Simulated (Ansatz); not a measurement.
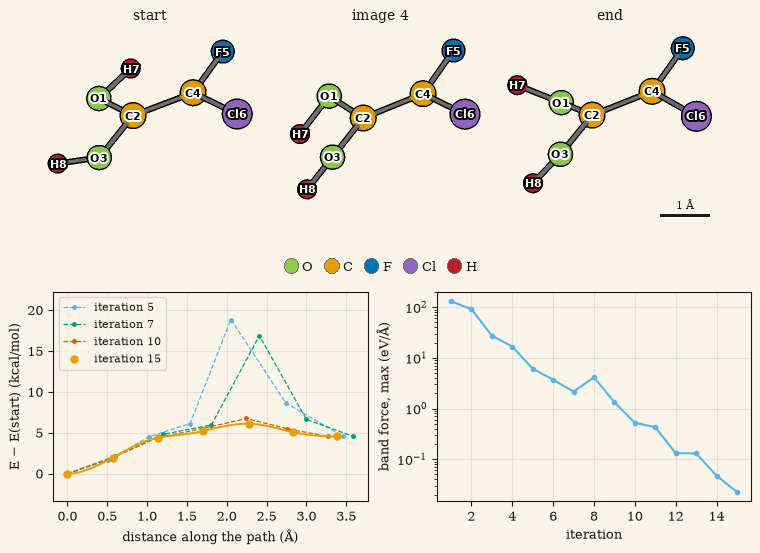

A nudged-elastic-band calculation for C2H2ClFO2. Images are numbered from 0 (start) to 6 (end). The plot follows the band through its iterations. Style: ball-and-stick. Shown from a free direction.

The calculation used RKS PBE0-D4/STO-3G in Ansatz. Settings: 5 movable images; climbing image; force threshold 0.03 eV/Å; iteration limit 60; starting path through a guess of the saddle point.

Question: Did the band converge, and can the barrier be trusted?

Answer: The result is final at these settings. The band converged in 15 iterations. The largest component of the band force went from 130 to 0.023 eV/Å. The climbing image converged on the top of the path. Its vibrational analysis gives one imaginary mode (207i cm⁻¹), as a transition state must have. The first iteration put the highest image at 525.5 kcal/mol. Forward barrier 6.1 kcal/mol, backward barrier 1.6 kcal/mol, with image 4 at the top; the reaction energy is +4.6 kcal/mol.

Limits of the set-up: STO-3G is a minimal basis, so the numbers are rough.

Cost: 5.4 min on 1 thread of Intel(R) Xeon(R) Processor @ 2.50GHz (Skylake/Cascade Lake), with other jobs on the host, peak memory 0.12 GiB.
